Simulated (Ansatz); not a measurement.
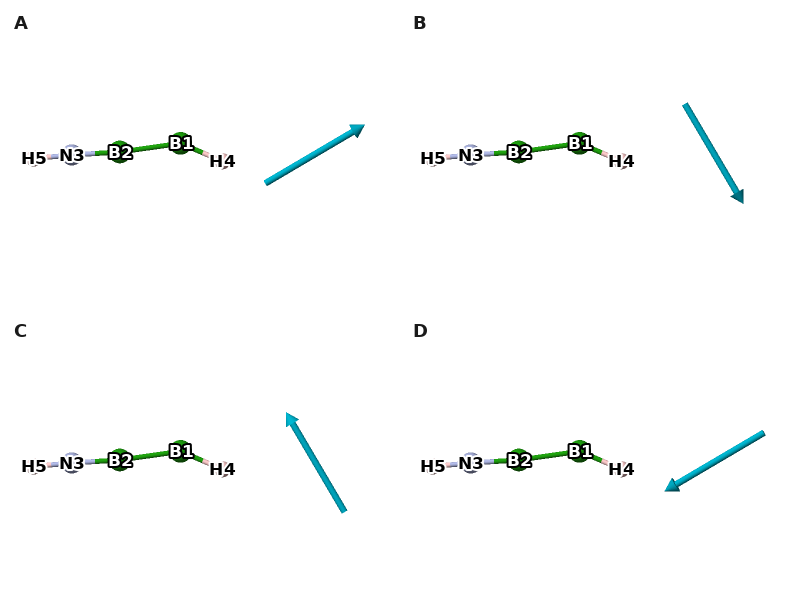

The same molecule four times, each with an arrow. State: neutral, doublet. The computed structure is the end point of a PBE-D4/def2-SVP optimisation. No frequency run is at hand to confirm it as a minimum. Method: UKS PBE-D4/def2-SVP (Ansatz 0.2.0).

Which arrow points along the dipole moment, from the negative to the positive end?

Answer. D. The dipole moment is 0.79 D; it points from the side of H4 to the side of H5 (the outermost atoms at the two ends).
